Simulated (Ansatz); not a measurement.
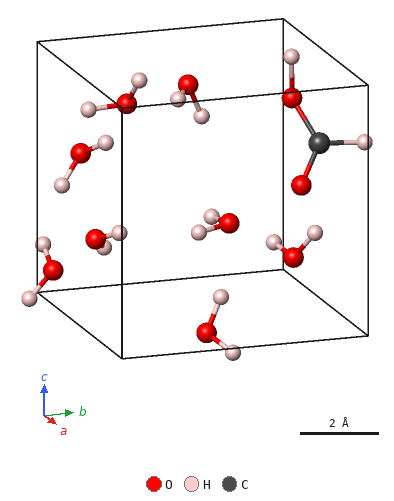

Starting frame of a dynamics run of a periodic cell with 8 H2O + 1 HCOOH at 1.042 g/cm³. It starts from the last geometry of an earlier run, with fresh velocities. A ball-and-stick model of the simulation cell, seen slightly off an axis.

Level of theory: Ansatz 0.2.0, DFT PBE, scalar-relativistic, plane waves, PAW.

The input:
```yaml
accuracy: low
crystal:
  lattice:
    - [6.71657, 0.0, 0.0]
    - [0.0, 6.71657, 0.0]
    - [0.0, 0.0, 6.71657]
  atoms:
    - { symbol: O, position: [0.32562675, 0.24600475, 0.8125337] }
    - { symbol: H, position: [0.31856003, 0.09330908, 0.80144179] }
    - { symbol: H, position: [0.42668605, 0.26212627, 0.93159488] }
    - { symbol: O, position: [0.06148887, 1.03818944, 0.09702757] }
    - { symbol: H, position: [0.02760966, 0.95337409, -0.017239] }
    - { symbol: H, position: [-0.05280674, 1.03687983, 0.17064123] }
    - { symbol: O, position: [0.33575096, 0.65916406, 0.30107728] }
    - { symbol: H, position: [0.37663138, 0.52168813, 0.28732478] }
    - { symbol: H, position: [0.18529224, 0.63958512, 0.28923717] }
    - { symbol: O, position: [0.07814919, 0.58078557, 0.7929289] }
    - { symbol: H, position: [0.04592155, 0.64708487, 0.65250863] }
    - { symbol: H, position: [0.19371601, 0.50051179, 0.77250779] }
    - { symbol: O, position: [0.72233288, 0.43388434, -0.01323043] }
    - { symbol: H, position: [0.71312993, 0.49520601, 0.12177773] }
    - { symbol: H, position: [0.84872292, 0.49717986, -0.06460799] }
    - { symbol: O, position: [0.73763067, 0.78171278, 0.25987461] }
    - { symbol: H, position: [0.81392521, 0.84255093, 0.37286843] }
    - { symbol: H, position: [0.61092403, 0.74555787, 0.29015693] }
    - { symbol: O, position: [0.41908963, 0.08752574, 0.31184269] }
    - { symbol: H, position: [0.54645281, 0.14020569, 0.36561258] }
    - { symbol: H, position: [0.30887562, 0.15949689, 0.2429478] }
    - { symbol: O, position: [-0.01183082, 0.17543479, 0.53239493] }
    - { symbol: H, position: [0.04254512, 0.08053112, 0.42738498] }
    - { symbol: H, position: [0.11871714, 0.23216003, 0.60369201] }
    - { symbol: O, position: [0.65621173, 0.80369865, 0.87240034] }
    - { symbol: C, position: [0.76739818, 0.87621662, 0.71549777] }
    - { symbol: O, position: [0.84446079, 0.77694428, 0.57630941] }
    - { symbol: H, position: [0.7014253, 0.78621999, 1.05089683] }
    - { symbol: H, position: [0.78159242, 1.05538019, 0.7065512] }
basis:
  ecutwfc: 420.0
kpoints:
  mp_grid: { grid: [1, 1, 1] }
hamiltonian:
  xc: pbe
scf:
  occupations: { method: fermi_dirac, width: 0.05 }
  lower_state_search: "off"
md:
  timestep: 0.5
  n_steps: 400
  ensemble: nvt_langevin
  temperature: 1500.0
  initial_velocities: maxwell_boltzmann
  seed: 464843
  friction: 0.01
```

Command:
```bash
ansatz run input.yaml --threads 1 --pin off --max-ram 3072MiB --backend cpu --events-out ev --progress --plain --runs-dir out
```

**Predict how the run goes.**

Over the second half the temperature averages 1579 K (spread ±246 K). The potential energy in the second half lies on average 13.4 meV per atom above the first frame. In the second half of the run the atoms are, in the root-mean-square, this far from where they began (common drift taken out): H 2.01 Å, C 1.63 Å, O 1.27 Å. The molecules turn and drift from their places. Bond changes: one H–O bond forms at about 15 fs; one H–O bond breaks at about 50 fs.

Along the run (each row but the first and the last is the mean over the interval that it begins):

| time (fs) | potential energy (meV/atom) | T (K) |
| --- | --- | --- |
| 0.0 | 0.0 | 1448 |
| 33.0 | 10.4 | 1511 |
| 66.0 | -12.6 | 1811 |
| 99.0 | 20.9 | 1856 |
| 132.0 | 12.7 | 1538 |
| 165.0 | 10.1 | 1356 |
| 198.0 | -40.1 | 1525 |

The paths of the atoms:

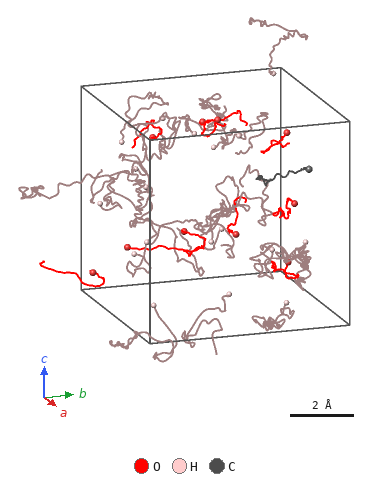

Limits of the set-up: the program's low-accuracy preset was used; the periodic images lie only 6.7 Å apart, so the values are limited by the cell's size.

Cost: 9.4 min on 1 thread of Arm Neoverse V2, on a shared host, peak memory 0.37 GiB.
